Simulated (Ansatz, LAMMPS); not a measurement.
## A frame of liquid N-methylformamide from 298 K (108 atoms): geometry optimisation

Wanted: the relaxed structure of a frame of liquid N-methylformamide from 298 K (108 atoms) and its electronic structure.

Calculated with Ansatz 0.2.0; Kohn-Sham DFT, PBE+D4, PAW (set soft_2), plane waves.

### Step 1. The starting structure

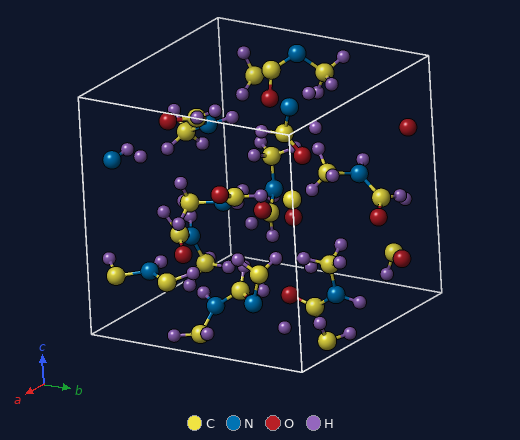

The cell as given, slightly off an axis (carbon yellow, nitrogen blue, oxygen red, hydrogen purple). Bonds to atoms that aren't drawn are left out.

The cell holds 108 atoms: 24 C, 12 N, 12 O and 60 H. Its edges and angles: a = 10.550 Å, b = 10.550 Å, c = 10.550 Å, α = 90.0°, β = 90.0°, γ = 90.0°. 12 N-methylformamide placed at random, at 1 g/cm³; overlaps pushed apart, then 10 ps at 398 K with MMFF94 bonds, angles, torsions, charges and radii (Halgren, J. Comput. Chem. 17, 490 (1996)) in harmonic and 12-6 forms. Snapshot after 20 ps at 298 K and fixed volume.

Before any run, some limits are plain. The network of contacts between molecules at the start is that of the classical potential that made the cell. Only the Γ point is sampled, in a cell whose shortest periodic width is 11 Å.

### Step 2. The classical run that made the cell

A classical potential makes the cell, at a small fraction of what the same run would cost in DFT.

This step: classical MD, MMFF94 bonds, angles, torsions, charges and radii (Halgren, J. Comput. Chem. 17, 490 (1996)) in harmonic and 12-6 forms (LAMMPS 22 Jul 2025 - Update 4).

in.lmp reads:

```
# liquid N-methylformamide
units real
atom_style full
boundary p p p
bond_style harmonic
angle_style harmonic
dihedral_style opls
improper_style harmonic
special_bonds lj 0 0 0.5 coul 0 0 0.75
read_data data.lmp
neigh_modify delay 0 every 1 check yes one 4000
comm_modify cutoff 12.0
timestep 0.5
thermo_style custom step time temp pe press density
thermo_modify norm yes
# push overlapping molecules apart
pair_style soft 2.6
pair_coeff * * 0.0
variable a equal ramp(1,60)
fix ad all adapt 1 pair soft a * * v_a
velocity all create 398 397937 mom yes dist gaussian
fix lim all nve/limit 0.03
fix lan all langevin 398 398 50 397938 zero yes
thermo 1000
run 3000 post no
unfix ad
pair_style lj/cut/coul/long 9.0
pair_modify mix arithmetic tail yes
pair_coeff 1 1 0.0678 3.3680   # C
pair_coeff 2 2 0.0721 3.3270   # N
pair_coeff 3 3 0.0678 3.4070   # C
pair_coeff 4 4 0.0763 2.9870   # O
pair_coeff 5 5 0.0216 2.5400   # H
pair_coeff 6 6 0.0100 1.2000   # H
# [... 18 lines left out ...]
compute msd all msd com yes
thermo 5000
fix md all nvt temp 298 298 100
run 20000 post no
print "== T298: mean square displacement over the hold $(c_msd[4]:%.2f) A^2"
unfix md
uncompute msd
write_dump all custom T298.dump id type xs ys zs modify sort id
```

On the command line:

```
lmp -in in.lmp -log none -nocite
```

Numbers of over 12 decimals in the logs are rounded to 6 here.

The log of the run:

```text
LAMMPS (22 Jul 2025 - Update 4)
Reading data file ...
  orthogonal box = (0 0 0) to (10.55022 10.55022 10.55022)
  108 atoms
  orthogonal box = (0 0 0) to (10.55022 10.55022 10.55022)
  96 bonds
  144 angles
  120 dihedrals
  12 impropers
   Step          Time           Temp          PotEng         Press         Density
         0   0              398            0.012964859    6710.4751      1.0023007
      1000   500            418.18357      0.91001804     10714.501      1.0023007
      2000   1000           406.26658      1.085657       13509.024      1.0023007
      3000   1500           390.43699      1.2442341      20667.622      1.0023007
[... 29 lines left out ...]
Loop time of 3.67807 s on 1 MPI rank(s) for 10000 steps with 108 atoms
   Step          Time           Temp          PotEng         Press         Density
[... 4 lines left out ...]
Loop time of 1.82421 s on 1 MPI rank(s) for 5000 steps with 108 atoms
   Step          Time           Temp          PotEng         Press         Density
[... 2 lines left out ...]
     25000   24000          313.00743     -3.9069221     -1509.5931      1.0023007
     30000   29000          255.54075     -3.8320696      5218.4835      1.0023007
     35000   34000          325.03441     -3.7871095      447.57815      1.0023007
     37000   36000          336.79165     -3.8115874      3531.1202      1.0023007
Loop time of 7.23138 s on 1 MPI rank(s) for 20000 steps with 108 atoms
== T298: mean square displacement over the hold 7.62 A^2
```

Elapsed: 14 s, on 1 thread of Arm Neoverse V2, shared host; peak memory 0.12 GiB.

The input also reads data.lmp (atoms, bonds and types; not printed here).

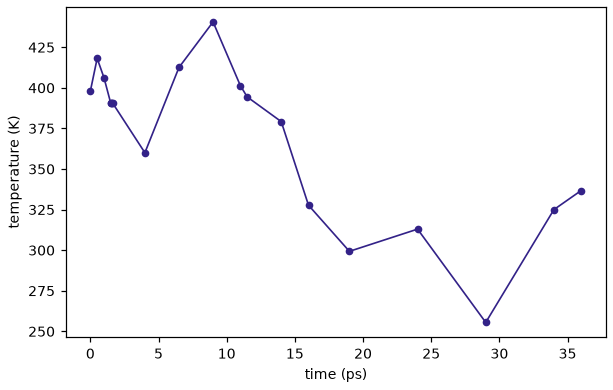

Temperature, plotted against time.

### Step 3. Single point at the start

A single point comes first, to see the forces before anything moves.

input.yaml reads:

```yaml
crystal:
  lattice:
    - [10.55022, 0.0, 0.0]
    - [0.0, 10.55022, 0.0]
    - [0.0, 0.0, 10.55022]
  atoms:
    - { symbol: C, position: [0.97984, 0.11935, 0.25888] }
    - { symbol: "N", position: [0.91349, 0.23658, 0.27601] }
    - { symbol: C, position: [0.96788, 0.35332, 0.26552] }
    - { symbol: O, position: [0.08425, 0.36731, 0.24578] }
    - { symbol: H, position: [0.06628, 0.11834, 0.31283] }
    - { symbol: H, position: [0.00928, 0.1127, 0.15462] }
    - { symbol: H, position: [0.91419, 0.04593, 0.29847] }
    - { symbol: H, position: [0.824, 0.23098, 0.28494] }
    - { symbol: H, position: [0.90483, 0.43793, 0.29676] }
    - { symbol: C, position: [0.71724, 0.93341, 0.02662] }
    - { symbol: "N", position: [0.70372, 0.80478, 0.98831] }
    - { symbol: C, position: [0.68551, 0.7611, 0.86456] }
    - { symbol: O, position: [0.66119, 0.82451, 0.77203] }
    - { symbol: H, position: [0.62049, 0.97732, 0.03387] }
    - { symbol: H, position: [0.77866, 0.97597, 0.95343] }
    - { symbol: H, position: [0.75998, 0.93278, 0.11638] }
    - { symbol: H, position: [0.72189, 0.73601, 0.05324] }
    - { symbol: H, position: [0.68928, 0.65459, 0.85696] }
    - { symbol: C, position: [0.45692, 0.78649, 0.23944] }
    - { symbol: "N", position: [0.43307, 0.79202, 0.1048] }
    - { symbol: C, position: [0.43124, 0.6859, 0.03534] }
    - { symbol: O, position: [0.44675, 0.58057, 0.0738] }
    - { symbol: H, position: [0.51336, 0.70183, 0.26996] }
    - { symbol: H, position: [0.3664, 0.78257, 0.29137] }
    - { symbol: H, position: [0.50576, 0.86944, 0.27698] }
    - { symbol: H, position: [0.38738, 0.87211, 0.06942] }
    - { symbol: H, position: [0.41834, 0.70405, 0.93452] }
    - { symbol: C, position: [0.40545, 0.76359, 0.60431] }
    - { symbol: "N", position: [0.28812, 0.83476, 0.57279] }
    - { symbol: C, position: [0.28814, 0.93409, 0.48703] }
    - { symbol: O, position: [0.38384, 0.98186, 0.44472] }
    - { symbol: H, position: [0.3798, 0.70939, 0.68844] }
    - { symbol: H, position: [0.47424, 0.83525, 0.62645] }
    - { symbol: H, position: [0.42696, 0.70029, 0.52903] }
    - { symbol: H, position: [0.20461, 0.79886, 0.59854] }
    - { symbol: H, position: [0.19046, 0.95727, 0.46752] }
    - { symbol: C, position: [0.83271, 0.40723, 0.01072] }
    - { symbol: "N", position: [0.72988, 0.41671, 0.09727] }
    - { symbol: C, position: [0.70514, 0.52186, 0.16887] }
    - { symbol: O, position: [0.75836, 0.61867, 0.15261] }
    - { symbol: H, position: [0.89696, 0.48501, 0.04581] }
    - { symbol: H, position: [0.7993, 0.42605, 0.91539] }
    - { symbol: H, position: [0.88168, 0.31418, 0.00563] }
    - { symbol: H, position: [0.69172, 0.33594, 0.12721] }
    - { symbol: H, position: [0.63724, 0.49985, 0.24448] }
    - { symbol: C, position: [0.42578, 0.16995, 0.13462] }
    - { symbol: "N", position: [0.46757, 0.1369, 0.25791] }
    - { symbol: C, position: [0.58525, 0.16192, 0.30902] }
    - { symbol: O, position: [0.66266, 0.22837, 0.26001] }
    - { symbol: H, position: [0.42592, 0.27849, 0.13644] }
    - { symbol: H, position: [0.33024, 0.12392, 0.11782] }
    - { symbol: H, position: [0.49197, 0.13279, 0.05831] }
    - { symbol: H, position: [0.40247, 0.09359, 0.31393] }
    - { symbol: H, position: [0.59966, 0.10257, 0.39901] }
    - { symbol: C, position: [0.2575, 0.39772, 0.56711] }
    - { symbol: "N", position: [0.25818, 0.40206, 0.42853] }
    - { symbol: C, position: [0.36238, 0.44835, 0.37139] }
    - { symbol: O, position: [0.46151, 0.4813, 0.41959] }
    - { symbol: H, position: [0.2006, 0.31022, 0.59191] }
    - { symbol: H, position: [0.22312, 0.4901, 0.60528] }
    - { symbol: H, position: [0.35485, 0.38202, 0.59992] }
    - { symbol: H, position: [0.19774, 0.35545, 0.37152] }
    - { symbol: H, position: [0.34497, 0.44234, 0.26704] }
    - { symbol: C, position: [0.11057, 0.57319, 0.89805] }
    - { symbol: "N", position: [0.17592, 0.49068, 0.98621] }
    - { symbol: C, position: [0.28105, 0.43614, 0.94368] }
    - { symbol: O, position: [0.31169, 0.44216, 0.83457] }
    - { symbol: H, position: [0.1726, 0.64633, 0.88022] }
    - { symbol: H, position: [0.02273, 0.60611, 0.93995] }
    - { symbol: H, position: [0.10077, 0.52718, 0.80357] }
    - { symbol: H, position: [0.14302, 0.47883, 0.07504] }
    - { symbol: H, position: [0.3112, 0.35918, 0.01088] }
    - { symbol: C, position: [0.02654, 0.17798, 0.79331] }
    - { symbol: "N", position: [0.9377, 0.10176, 0.73123] }
    - { symbol: C, position: [0.96939, 0.97692, 0.71466] }
    - { symbol: O, position: [0.07929, 0.93714, 0.71439] }
    - { symbol: H, position: [0.98522, 0.27212, 0.78881] }
    - { symbol: H, position: [0.11872, 0.17922, 0.74507] }
    [... 24 atom lines left out ...]
    - { symbol: O, position: [0.66918, 0.19457, 0.81946] }
    - { symbol: H, position: [0.42372, 0.05745, 0.76129] }
    - { symbol: H, position: [0.53826, 0.09506, 0.64367] }
    - { symbol: H, position: [0.38267, 0.15708, 0.623] }
    - { symbol: H, position: [0.39702, 0.31626, 0.7644] }
    - { symbol: H, position: [0.59131, 0.37009, 0.86526] }
kpoints:
  mp_grid: { grid: [1, 1, 1] }
hamiltonian:
  xc: pbe
  dispersion: d4
scf:
  occupations: { method: fermi_dirac, width: 0.05 }
output:
  forces: true
  stress: true
  populations: true
  dos:
    method: { smearing: { sigma: 0.08 } }
    de: 0.1
    projected: { site_lists: { C: [C], H: [H], "N": ["N"], O: [O] } }
  eigenvalues: true
```

On the command line:

```
ansatz run input.yaml --threads 4 --pin off --max-ram 8192MiB --backend cpu --events-out ev --progress --plain --runs-dir out
```

The log of the run:

```text
Engine: ansatz 0.2.0, aarch64-unknown-linux-gnu
Pseudopotentials: kind: paw
Pseudopotential: C, paw, valence charge 4, recommended cutoff 420 eV (normal), C.paw.azcp
Pseudopotential: N, paw, valence charge 5, recommended cutoff 420 eV (normal), N.paw.azcp
Pseudopotential: O, paw, valence charge 6, recommended cutoff 420 eV (normal), O.paw.azcp
Pseudopotential: H, paw, valence charge 1, recommended cutoff 420 eV (normal), H.paw.azcp
[... 5 lines on functional and potentials left out ...]
Crystal: 108 atoms, lattice volume = 1174.315 Å³
Basis set: ecut = 420 eV, 22983 PW (Γ), exchange–correlation on 144×144×144 points (8 copies of the dense FFT grid, shifted against one another)
Bands: 252, of which v1, the nominal top of the filled ones, is band 144 counted from 1 (143 counted from 0)
Symmetry: 1 space group operations
Space group: P1 (ITA 1), of the structure as read, at distance tolerance 1.1e-4 Å
k-points: 1
[... 9 lines on functional and potentials left out ...]
Initial density: superposition of atomic densities (neutral atoms: chi_scale 0, normalization atom), corrected by the library's trained network
Initial wavefunctions: pseudopotential atomic-orbital guess
Functional: x = pbe(κ = 0.804, μ = 0.219515), c = pbe(β = 0.066725)
SCF iter   1: F=—  HF=-18401.735595 eV  |F-HF|=—  |Δ(HF+E_count)|=         —  Δρ=6.77e-3  dr2=4.69e-1  ethr=1.77e-3  ⟨swp⟩=6.0  Hψ=1166  notcnv=0  defer=24
preconditioner: auto → Resta (q_TF=auto, 2.159 Å⁻¹)  ε∞=2.3  [insulator: Δε(μ)=4.313 eV  Ē_g=16.183 eV  σ=0.050 eV  W_gap=1.00  n_scr=202 (ndim 8)  ℏωp=18.3 eV  f_vac=0.256  D(μ)=0.00/eV (n_scr^D=0)  ε∞_Penn≈2.3]
SCF iter   2: F=—  HF=-18401.662766 eV  |F-HF|=—  |Δ(HF+E_count)|=   7.28e-2  Δρ=3.59e-3  dr2=1.12e-1  ethr=1.63e-4  ⟨swp⟩=2.0  Hψ=433  notcnv=0  defer=101
SCF iter   3: F=—  HF=-18401.652379 eV  |F-HF|=—  |Δ(HF+E_count)|=   1.04e-2  Δρ=1.70e-3  dr2=3.43e-2  ethr=3.89e-5  ⟨swp⟩=2.0  Hψ=297  notcnv=0  defer=101
SCF iter   4: F=—  HF=-18401.651141 eV  |F-HF|=—  |Δ(HF+E_count)|=   1.24e-3  Δρ=4.39e-4  dr2=2.96e-3  ethr=1.19e-5  ⟨swp⟩=2.0  Hψ=290  notcnv=0  defer=101
SCF iter   5: F=—  HF=-18401.651145 eV  |F-HF|=—  |Δ(HF+E_count)|=   3.98e-6  Δρ=2.29e-4  dr2=7.01e-4  ethr=1.03e-6  ⟨swp⟩=2.0  Hψ=295  notcnv=0  defer=101
SCF iter   6: F=—  HF=-18401.651139 eV  |F-HF|=—  |Δ(HF+E_count)|=   6.54e-6  Δρ=1.16e-4  dr2=1.60e-4  ethr=2.44e-7  ⟨swp⟩=2.0  Hψ=295  notcnv=0  defer=101
SCF iter   7: F=—  HF=-18401.651084 eV  |F-HF|=—  |Δ(HF+E_count)|=   5.45e-5  Δρ=3.76e-5  dr2=1.51e-5  ethr=5.54e-8  ⟨swp⟩=2.0  Hψ=295  notcnv=0  defer=101
SCF iter   8: F=—  HF=-18401.652371 eV  |F-HF|=—  |Δ(HF+E_count)|=   1.29e-3  Δρ=1.39e-5  dr2=2.06e-6  ethr=5.25e-9  ⟨swp⟩=2.0  Hψ=390  notcnv=0  defer=101
SCF iter   9: F=—  HF=-18401.652372 eV  |F-HF|=—  |Δ(HF+E_count)|=   4.45e-7  Δρ=6.92e-6  dr2=5.49e-7  ethr=7.14e-10  ⟨swp⟩=2.0  Hψ=295  notcnv=0  defer=101
SCF iter  10: F=-18401.652372 eV  HF=-18401.652372 eV  |F-HF|=1.07e-8  |Δ(HF+E_count)|=   3.17e-8  Δρ=2.26e-6  dr2=6.02e-8  ethr=3.47e-11  ⟨swp⟩=14.0  Hψ=1637  notcnv=0
SCF 1 converged in 10 iterations: F = -18401.652372 eV  dr2 = 6.02e-8
  greatest PAW one-centre occupation: 0.878 electrons in one spin orbital (limit 2), on the O atom at site 21 (counted from 0), in its partial waves of l = 0
SCF converged after 10 iterations
Free energy (F): -18401.652372 eV
Harris-Foulkes:  -18401.652372 eV  (|F-HF|=1.07e-8)
Internal energy: -18401.652372 eV  (E = F + TS)
E sigma→0 (E₀):  -18401.652372 eV
Fermi energy:    1.133559 eV
--- Per-component energies (eV) ---
  E_band       = -2456.254026
  E_kinetic    = 6715.881657
  E_local      = -22087.513531  (includes V_loc(G=0)·N_el)
  E_nonlocal   = 1890.098280
  E_hartree    = 8022.807774
  E_xc         = -3278.524066
  E_vxc        = -4139.731053  (∫ρ·V_xc dr)
  E_paw        = -5857.214389  (= ΣΔE_a)
  E_vpaw       = -880.552142  (= ΣTr[D̂ρ^β])
  E_aug_tail   = -0.050189  (compensation charges beyond the density's cutoff)
  E_ewald      = -3802.466168
  E_disp       = -4.671739  (pairwise vdW)
  E_smearing   = -0.000000  (= −TS)
  E_closure    = 0.000000  (closes the sum)
  Σ components = -18401.652372   (vs F -18401.652372, Δ=0.00e0)
--- Forces (eV/Å), atoms counted from 1 ---
  atom   1  C     -0.33590215    -0.01800576    -1.21640414
  atom   2  N      3.80429827     2.16210239    -0.33630602
  atom   3  C      0.21593063    -0.49650672     1.21965999
  atom   4  O     -0.91561170     0.13377075    -0.52560950
  atom   5  H      0.64726028    -0.04842494     0.40391329
  atom   6  H     -0.51933360    -0.63988828     1.26767520
  atom   7  H      0.69515649     0.15924900    -0.86430293
  atom   8  H     -3.72358280     0.02305454     0.44904258
  atom   9  H      0.62981825    -1.17897964    -0.80947200
  atom  10  C     -1.21715780     0.17554254    -1.90048296
  atom  11  N     -0.08011974    -1.78206909    -2.03562003
  atom  12  C      0.11993704    -0.46058258     2.33662755
  atom  13  O     -0.02968399     1.07024995    -0.99131447
  atom  14  H      0.82669813     0.20392347    -0.20244729
[...]
atom 107  H      1.42501622    -0.69177836     0.07383364
  atom 108  H     -0.28166198    -0.58884210    -0.29596246
  max |Σ_I F_I| component: 1.03e-4 eV/Å
--- Stress (GPa, compression-positive) ---
        2.101604       0.466106       0.011303
        0.466107       2.080055      -0.806682
        0.011303      -0.806684       1.997011
  P = ⅓ Tr σ = 2.0596 GPa (20.596 kbar)
--- Band table (eV) ---
  k-point 0: bands = ["-22.6686", "-22.5545", "-21.8660", "-21.6117", [... 236 levels ...], "10.5504", "10.6070", "10.6648", "10.7032", "10.7686", "10.8216", "10.9154", "10.9764", "11.0628", "11.1084", "11.1454", "11.1709"]
--- Löwdin populations: 108 sites ---
  site symbol       q [e]
     0      C      4.3238
     1      N      5.2563
     2      C      3.6908
[...]
107      H      0.8525
  spilling = 0.014058 (of n_electrons = 288.000000)
```

The job ended after 11 s (4 threads of Arm Neoverse V2, shared host; peak memory 1.2 GiB; 41 s of CPU time).

Numbers from this run:

```
free energy                                      : -18401.6524 eV
free energy per atom                             : -170.3857 eV/atom
SCF cycles                                       : 10
pressure                                         : 2.06 GPa
r.m.s. force component                           : 1.083 eV/Å
longest force                                    : 6.016 eV/Å
Fermi energy                                     : 1.134 eV
gap (highest filled to lowest empty level) : 4.028 eV
spilling of the projection                       : 0.01406
```

The r.m.s. force component of 1.1 eV/Å and the pressure of 2.1 GPa set the starting point.

Neighbours are counted within 1.34 Å (H-C), 1.27 Å (H-N), 1.79 Å (C-N), 1.68 Å (C-O).

Length of the force by element and coordination:

| element | coordination | atoms | mean length of the force (eV/Å) | spread | least | most |
| --- | --- | --- | --- | --- | --- | --- |
| C | all | 24 | 2.23 | 1.30 | 0.558 | 6.02 |
| C | 3 | 12 | 2.81 | 1.61 | 0.558 | 6.02 |
| C | 4 | 12 | 1.65 | 0.388 | 1.23 | 2.55 |
| H | all | 60 | 0.981 | 0.640 | 0.126 | 3.75 |
| N | all | 12 | 2.13 | 1.10 | 0.801 | 4.39 |
| O | all | 12 | 1.98 | 1.32 | 0.539 | 5.05 |

(Continued in part 2 of 3.)

[Logs are printed without paths, hosts, clocks, repeated set-up lines and the standing remarks that a program may print on its own settings, such as how far it seeks lower states.]

[Hosts, paths, dates, database ids (printed as entryN), source tags and the programs' standing remarks are cut or masked in the printed files.]

[The MMFF94 radii named for the starting cell were scaled by 0.96; in molecules described by MMFF94, hydrogen bound to N, O or S took a small fixed 12-6 site in their place.]
